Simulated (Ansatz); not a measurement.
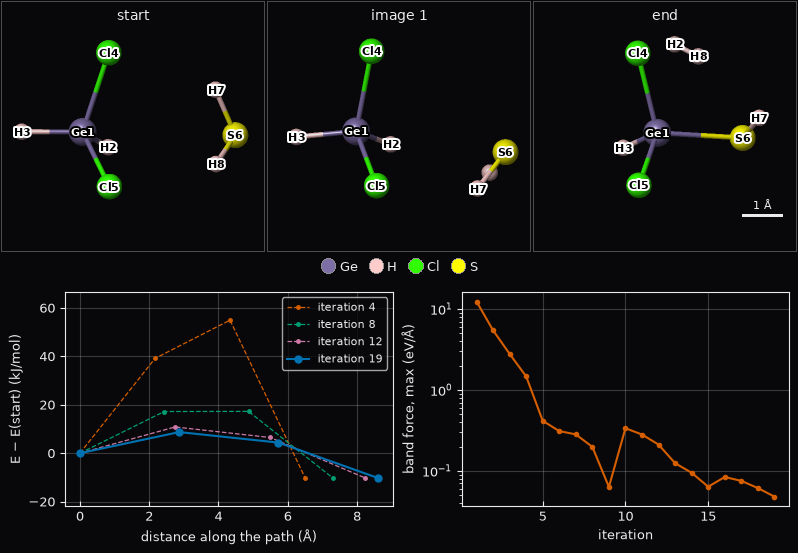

A search for the minimum-energy path of GeH₄SCl₂, made up at the start of GeH$_{2}$Cl$_{2}$ and H2S by the nudged elastic band. Images are numbered from 0 (start) to 3 (end). The plot follows the band through its iterations. The picture is a ball-and-stick view, seen at a tilt.

The calculation used RKS B3LYP-D4/def2-SVP (Ansatz).

The input:
```yaml
crystal:
  periodic: [false, false, false]
  atoms:
    - { symbol: Ge, position_ang: [0.398008, 0.010098, -0.139684] }
    - { symbol: H, position_ang: [0.401692, 0.43687, 1.328148] }
    - { symbol: H, position_ang: [1.748102, 0.060228, -0.866974] }
    - { symbol: Cl, position_ang: [-0.972943, 1.284096, -1.244365] }
    - { symbol: Cl, position_ang: [-0.330811, -2.032505, -0.281427] }
    - { symbol: S, position_ang: [-2.888098, -0.040743, 1.891796] }
    - { symbol: H, position_ang: [-2.962805, 0.616053, 0.712077] }
    - { symbol: H, position_ang: [-2.594844, -1.206895, 1.273128] }
basis:
  gaussian: { orbitals: def2-SVP }
hamiltonian:
  xc: b3lyp
  dispersion: d4
neb:
  order_check: false
  images: 2
  f_tol: 0.05
  max_iterations: 60
  climbing: false
  final_atoms:
    - { symbol: Ge, position_ang: [-0.60053889, -0.64309064, -0.4377221] }
    - { symbol: H, position_ang: [0.12490163, 1.58645849, 2.57313605] }
    - { symbol: H, position_ang: [0.7413472, -0.89754669, 0.25977704] }
    - { symbol: Cl, position_ang: [-0.68097661, 1.38756028, -1.1873582] }
    - { symbol: Cl, position_ang: [-0.77800792, -1.94075063, -2.1644073] }
    - { symbol: S, position_ang: [-2.26174139, -1.00293356, 0.99436979] }
    - { symbol: H, position_ang: [-3.21264505, -0.57309448, 0.1322698] }
    - { symbol: H, position_ang: [-0.53403798, 1.21059924, 2.50263392] }
  initial_path:
    images:
      - { positions_ang: [[0.398008, 0.010098, -0.139684], [0.401692, 0.43687, 1.328148], [1.748102, 0.060228, -0.866974], [-0.972943, 1.284096, -1.244365], [-0.330811, -2.032505, -0.281427], [-2.888098, -0.040743, 1.891796], [-2.962805, 0.616053, 0.712077], [-2.594844, -1.206895, 1.273128]] }
      - { positions_ang: [[0.12235308, -0.04216889, -0.08158226], [0.19058586, 0.21317871, 1.6675226], [1.52652898, -0.09725215, -0.71431597], [-1.01099114, 1.56963895, -1.01594435], [-0.88756829, -1.93942732, -0.47438865], [-2.5545289, 0.05674009, 1.20826839], [-3.13186565, -0.32926145, 0.36784675], [-1.45621292, -0.30424595, 1.71529249]] }
      - { positions_ang: [[-0.21049589, -0.25989843, -0.1809283], [0.0983224, 0.59637487, 2.08251861], [1.19094404, -0.41651038, -0.33873229], [-0.91366901, 1.60412704, -0.99694208], [-1.03663393, -1.90884254, -1.10204875], [-2.34574337, -0.26399009, 0.90912632], [-3.21514567, -0.72564394, 0.17457768], [-0.76927758, 0.50158547, 2.1251278]] }
      - { positions_ang: [[-0.60053889, -0.64309064, -0.4377221], [0.12490163, 1.58645849, 2.57313605], [0.7413472, -0.89754669, 0.25977704], [-0.68097661, 1.38756028, -1.1873582], [-0.77800792, -1.94075063, -2.1644073], [-2.26174139, -1.00293356, 0.99436979], [-3.21264505, -0.57309448, 0.1322698], [-0.53403798, 1.21059924, 2.50263392]] }
```

Command:
```bash
ansatz run input.yaml --threads 2 --pin off --max-ram 3072MiB --backend cpu --events-out ev --progress --plain --runs-dir out
```

### Judge this run.

The run is converged, with reservations. The band converged in 19 iterations. The largest component of the band force went from 12 to 0.048 eV/Å. No image climbed, so the highest image needn't lie on the saddle point, and the true maximum along this path can be higher. So few images resolve the path coarsely. The first iteration put the highest image at 362.4 kJ/mol. The highest point, image 1, lies 8.7 kJ/mol above the start and 18.9 kJ/mol above the end; the end is at −10.2 kJ/mol relative to the start.

Limits of the set-up: the start holds two separate molecules, 2.9 Å apart at their closest, whose relative position is a soft coordinate.
